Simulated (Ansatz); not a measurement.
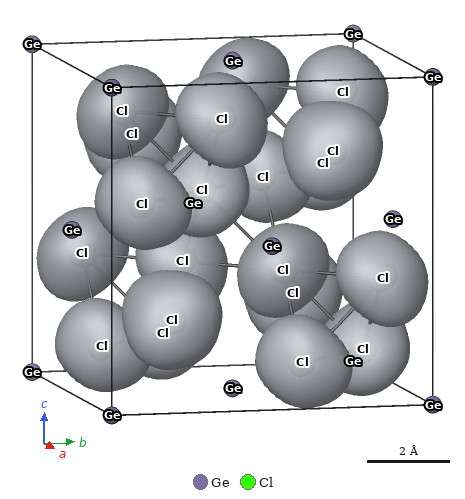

The picture shows: GeCl5. Isosurface of the ELF at 0.65 (grey), seen slightly off an axis. Core shells and regions of very low density are left out. Sticks mark near contacts.

Space group F-43m; a structure generated by program, which may or may not match a known phase; computed without spin polarisation.

These are results of DFT PBE, scalar-relativistic, plane waves, PAW (Ansatz 0.2.0), not measurements.

Q: Identify the bonds, lone pairs and shells in this picture.

A: The surface consists of 20 regions wrapped around Cl (the valence shell of each), counted in one cell of 24 atoms. Any copies at cell faces, edges or corners count once. Along the contacts the grid gives the following. Cl–Cl (2.87 Å): the ELF is about 0.15 at the midpoint; no shared electron pair shows on this line. Ge–Cl (3.36 Å): the ELF is about 0.10 at the midpoint: no localised pair shows between them.
